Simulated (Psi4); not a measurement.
## AlH3: geometry relaxation (part 3 of 4)

The same run, continued: AlH3; SVWN-RPA/cc-pVTZ, RKS (Psi4 1.11). The atoms were displaced at random from an optimised geometry.

Geometry of the input (Å):
```
Al 0.0431  0.0491  -0.0001
H  0.5937  0.6782  1.2362
H  -1.2817  -0.7323  0.0179
H  0.7854  0.1174  -1.4220
```

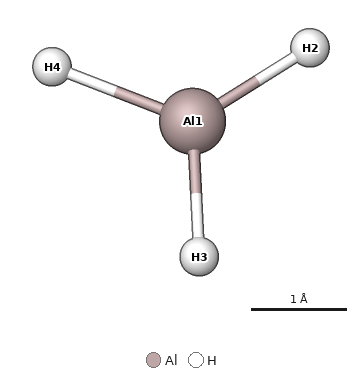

The structure as given in the input (ball-and-stick view, seen at a tilt; atoms are numbered from 1 in the order of the input). Sticks mark near contacts.

## Log, continued
```
                           Total Energy        Delta E     RMS |[F,P]|

   @DF-RKS iter   0:  -243.41448997843335   -2.43414e+02   6.74814e-04
   @DF-RKS iter   1:  -243.41709579289503   -2.60581e-03   1.06886e-04 DIIS/ADIIS
   @DF-RKS iter   2:  -243.41712162022793   -2.58273e-05   8.70767e-05 DIIS
   @DF-RKS iter   3:  -243.41717116155064   -4.95413e-05   2.57059e-06 DIIS
   @DF-RKS iter   4:  -243.41717119974518   -3.81945e-08   8.05962e-07 DIIS
   @DF-RKS iter   5:  -243.41717120264806   -2.90288e-09   1.23865e-07 DIIS
   @DF-RKS iter   6:  -243.41717120269121   -4.31442e-11   1.41035e-08 DIIS
   @DF-RKS iter   7:  -243.41717120269186   -6.53699e-13   4.72494e-09 DIIS
  Energy and wave function converged.

  ==> Post-Iterations <==

   Electrons on quadrature grid:
      Ntotal   =   16.0000001797 ; deviation = 1.797e-07

    Final Occupation by Irrep:
              A
    DOCC [     8 ]
    NA   [     8 ]
    NB   [     8 ]

  @DF-RKS Final Energy:  -243.41717120269186

   => Energetics <=

    Nuclear Repulsion Energy =             13.5198967350564221
    One-Electron Energy =                -365.4759943583225095
    Two-Electron Energy =                 127.4271293441060209
    DFT Exchange-Correlation Energy =     -18.8882029235317965
    Empirical Dispersion Energy =           0.0000000000000000
    VV10 Nonlocal Energy =                  0.0000000000000000
    Total Energy =                       -243.4171712026918613

Computation Completed

Properties will be evaluated at   0.000000,   0.000000,   0.000000 [a0]

Properties computed using the SCF density matrix

 Multipole Moments:

 ------------------------------------------------------------------------------------
     Multipole            Electronic (a.u.)      Nuclear  (a.u.)        Total (a.u.)
 ------------------------------------------------------------------------------------

 L = 1.  Multiply by 2.5417464519 to convert [e a0] to [Debye]
 Dipole X            :         -0.1616322            0.1011921           -0.0604401
 Dipole Y            :          0.3615615           -0.2224483            0.1391132
 Dipole Z            :         -0.0390581            0.0256976           -0.0133605
 Magnitude           :                                                    0.1522629

 ------------------------------------------------------------------------------------

	total time  =          3 seconds =       0.05 minutes

         ------------------------------------------------------------
                                   SCF GRAD
         ------------------------------------------------------------

  ==> Geometry <==

    Molecular point group: c1
    Full point group: C1

    Geometry (in Angstrom), charge = 0, multiplicity = 1:

       Center              X                  Y                   Z               Mass
    ------------   -----------------  -----------------  -----------------  -----------------
         AL          -0.003888206941     0.008547354402    -0.000987403431    26.981538530000
         H            0.635151894535     0.610463319989     1.329948881920     1.007825032230
         H           -1.336739209268    -0.866317144029     0.069229972537     1.007825032230
         H            0.805682571389     0.027023655348    -1.372744043993     1.007825032230

  Nuclear repulsion =   13.519896735056422

   => Molecular Quadrature <=

    Radial Scheme          =       TREUTLER
    Pruning Scheme         =           NONE
    Nuclear Scheme         =       TREUTLER

    Blocking Scheme        =         OCTREE
    BS radius alpha        =              1
    Pruning alpha          =              1
    Radial Points          =             75
    Spherical Points       =            302
    Total Points           =          87833
    Total Blocks           =            716
    Max Points             =            256
    Max Functions          =             76
    Weights Tolerance      =       1.00E-15

  -Total Gradient:
     Atom            X                  Y                   Z
    ------   -----------------  -----------------  -----------------
       1       -0.002984866879     0.007791130488    -0.001072010985
       2        0.001371180319    -0.002233430443     0.000896086966
       3        0.001108900924    -0.002704868532    -0.000234801364
       4        0.000499066365    -0.002846919720     0.000408061482

	total time  =          1 seconds =       0.02 minutes

    			-----------------------------------------

    			 OPTKING 3.0: for geometry optimizations

    			        with contributions from

    			-----------------------------------------

	                            ===> Fragment 1 <==

	 Z (Atomic Numbers)          Masses                          Geom
	      13.000000            26.981539         -0.00734765  0.01615216 -0.00186592
	       1.000000             1.007825          1.20026313  1.15360848  2.51323915
	       1.000000             1.007825         -2.52607101 -1.63710214  0.13082569
	       1.000000             1.007825          1.52251940  0.05106731 -2.59411028

	 - Coordinate -           - BOHR/RAD -       - ANG/DEG -
	 R(1,2)           =         3.012953           1.594386
	 R(1,3)           =         3.015763           1.595873
	 R(1,4)           =         3.010223           1.592941
	 B(2,1,3)         =         2.100153         120.329904
	 B(2,1,4)         =         2.106884         120.715561
	 B(3,1,4)         =         2.058626         117.950591
	 O(2,1,3,4)       =         0.171116           9.804202
	 O(3,1,2,4)       =        -0.175869         -10.076552
	 O(4,1,2,3)       =         0.175165          10.036228

	        --- Internal Coordinate Step in ANG or DEG, aJ/ANG or AJ/DEG ---
	-------------------------------------------------------------------------------
	           Coordinate      Previous         Force          Change          New
	           ----------      --------        ------          ------        ------
	               R(1,2)       1.59439       -0.00375        0.00138       1.59577
	               R(1,3)       1.59587       -0.00450       -0.00162       1.59425
	               R(1,4)       1.59294        0.00107       -0.00218       1.59076
	             B(2,1,3)     120.32990       -0.00004       -0.34556     119.98434
	             B(2,1,4)     120.71556       -0.00007       -0.73300     119.98256
	             B(3,1,4)     117.95059        0.00015        2.04931     119.99990
	           O(2,1,3,4)       9.80420       -0.00019       -7.98907       1.81513
	           O(3,1,2,4)     -10.07655        0.00022        8.26173      -1.81482
	           O(4,1,2,3)      10.03623       -0.00022       -8.22138       1.81485
	-------------------------------------------------------------------------------

	                                 ==> Convergence Check <==

	Measures of convergence in internal coordinates in au.

	Criteria marked as inactive (o), active & met (*), and active & unmet ( ).

	----------------------------------------------------------------------------------------------
	   Step    Total Energy     Delta E     Max Force     RMS Force      Max Disp      RMS Disp
	----------------------------------------------------------------------------------------------
	  Convergence Criteria     1.00e-06 *    3.00e-04 *             o    1.20e-03 *             o
	----------------------------------------------------------------------------------------------
	     3    -243.41717120    6.03e-04      2.90e-03      1.78e-03 o    1.44e-01      8.32e-02 o  ~
	----------------------------------------------------------------------------------------------

Next Geometry in Ang
	Fragment 1 (Ang)

	   Al   0.0190648786  -0.0445699321   0.0025528031
	    H   0.6249601221   0.6240161618   1.3187461082
	    H  -1.3538097265  -0.8514679504   0.0784341768
	    H   0.8099917755   0.0517389064  -1.3742856811

    Structure for next step:
    Molecular point group: c1
    Full point group: C1

    Geometry (in Angstrom), charge = 0, multiplicity = 1:

    AL          -0.000804363091     0.001410822937    -0.000511761753
    H            0.605090880373     0.669996916826     1.315681543338
    H           -1.373678968221    -0.805487195407     0.075369611981
    H            0.790122533839     0.097719661453    -1.377350245922

gradient() will perform analytic gradient computation.

  ==> Geometry <==

    Molecular point group: c1
    Full point group: C1

    Geometry (in Angstrom), charge = 0, multiplicity = 1:

       Center              X                  Y                   Z               Mass
    ------------   -----------------  -----------------  -----------------  -----------------
         AL          -0.000804363091     0.001410822937    -0.000511761753    26.981538530000
         H            0.605090880373     0.669996916826     1.315681543338     1.007825032230
         H           -1.373678968221    -0.805487195407     0.075369611981     1.007825032230
         H            0.790122533839     0.097719661453    -1.377350245922     1.007825032230

  Running in c1 symmetry.

  Rotational constants: A =      4.39848  B =      4.38279  C =      2.19575 [cm^-1]
  Rotational constants: A = 131863.06482  B = 131392.61221  C =  65826.90826 [MHz]
  Nuclear repulsion =   13.525758581239582

  Charge       = 0
  Multiplicity = 1
  Electrons    = 16
  Nalpha       = 8
  Nbeta        = 8

   => Molecular Quadrature <=

    Radial Scheme          =       TREUTLER
    Pruning Scheme         =           NONE
    Nuclear Scheme         =       TREUTLER

    Blocking Scheme        =         OCTREE
    BS radius alpha        =              1
    Pruning alpha          =              1
    Radial Points          =             75
    Spherical Points       =            302
    Total Points           =          87887
    Total Blocks           =            717
    Max Points             =            255
    Max Functions          =             76
    Weights Tolerance      =       1.00E-15

   => Auxiliary Basis Set <=

  Basis Set: (CC-PVTZ AUX)
    Blend: CC-PVTZ-JKFIT
    Number of shells: 67
    Number of basis functions: 211
    Number of Cartesian functions: 250
    Spherical Harmonics?: true
    Max angular momentum: 4

  Cached 100.0% of DFT collocation blocks in 0.044 [GiB].

  Minimum eigenvalue in the overlap matrix is 3.4864318622E-03.
  Reciprocal condition number of the overlap matrix is 7.5020967017E-04.
    Using symmetric orthogonalization.

  ==> Iterations <==

                           Total Energy        Delta E     RMS |[F,P]|

   @DF-RKS iter   0:  -243.41886131136906   -2.43419e+02   5.00184e-04
   @DF-RKS iter   1:  -243.41786700287349    9.94308e-04   7.96188e-05 DIIS
   @DF-RKS iter   2:  -243.41788140952897   -1.44067e-05   6.47020e-05 DIIS
   @DF-RKS iter   3:  -243.41790877789666   -2.73684e-05   1.40138e-06 DIIS
   @DF-RKS iter   4:  -243.41790878923422   -1.13376e-08   4.21505e-07 DIIS
   @DF-RKS iter   5:  -243.41790879045155   -1.21733e-09   5.67809e-08 DIIS
   @DF-RKS iter   6:  -243.41790879046971   -1.81615e-11   3.23109e-09 DIIS
  Energy and wave function converged.

  ==> Post-Iterations <==

   Electrons on quadrature grid:
      Ntotal   =   15.9999997166 ; deviation = -2.834e-07

    Final Occupation by Irrep:
              A
    DOCC [     8 ]
    NA   [     8 ]
    NB   [     8 ]

  @DF-RKS Final Energy:  -243.41790879046971

   => Energetics <=

    Nuclear Repulsion Energy =             13.5257585812395824
    One-Electron Energy =                -365.4895834785685906
    Two-Electron Energy =                 127.4347707262462279
    DFT Exchange-Correlation Energy =     -18.8888546193869331
    Empirical Dispersion Energy =           0.0000000000000000
    VV10 Nonlocal Energy =                  0.0000000000000000
    Total Energy =                       -243.4179087904697099

Computation Completed

Properties will be evaluated at   0.000000,   0.000000,   0.000000 [a0]

Properties computed using the SCF density matrix

 Multipole Moments:

 ------------------------------------------------------------------------------------
     Multipole            Electronic (a.u.)      Nuclear  (a.u.)        Total (a.u.)
 ------------------------------------------------------------------------------------

 L = 1.  Multiply by 2.5417464519 to convert [e a0] to [Debye]
 Dipole X            :         -0.0337081            0.0209339           -0.0127742
 Dipole Y            :          0.0593324           -0.0367172            0.0226152
 Dipole Z            :         -0.0222045            0.0133188           -0.0088857
 Magnitude           :                                                    0.0274515

 ------------------------------------------------------------------------------------

	total time  =          2 seconds =       0.03 minutes

         ------------------------------------------------------------
                                   SCF GRAD
         ------------------------------------------------------------

  ==> Geometry <==

    Molecular point group: c1
    Full point group: C1

    Geometry (in Angstrom), charge = 0, multiplicity = 1:

       Center              X                  Y                   Z               Mass
    ------------   -----------------  -----------------  -----------------  -----------------
         AL          -0.000804363091     0.001410822937    -0.000511761753    26.981538530000
         H            0.605090880373     0.669996916826     1.315681543338     1.007825032230
         H           -1.373678968221    -0.805487195407     0.075369611981     1.007825032230
         H            0.790122533839     0.097719661453    -1.377350245922     1.007825032230

  Nuclear repulsion =   13.525758581239582

   => Molecular Quadrature <=

    Radial Scheme          =       TREUTLER
    Pruning Scheme         =           NONE
    Nuclear Scheme         =       TREUTLER

    Blocking Scheme        =         OCTREE
    BS radius alpha        =              1
    Pruning alpha          =              1
    Radial Points          =             75
    Spherical Points       =            302
    Total Points           =          87887
    Total Blocks           =            717
    Max Points             =            255
    Max Functions          =             76
    Weights Tolerance      =       1.00E-15

  -Total Gradient:
     Atom            X                  Y                   Z
    ------   -----------------  -----------------  -----------------
       1       -0.000470199398     0.001163566708    -0.001347892747
       2        0.000518302621    -0.000129523768     0.000659811756
       3       -0.000021098293    -0.000578747394     0.000105588432
       4       -0.000024496975    -0.000453464803     0.000576631530

	total time  =          1 seconds =       0.02 minutes

    			-----------------------------------------

    			 OPTKING 3.0: for geometry optimizations

    			        with contributions from

    			-----------------------------------------

	                            ===> Fragment 1 <==
```
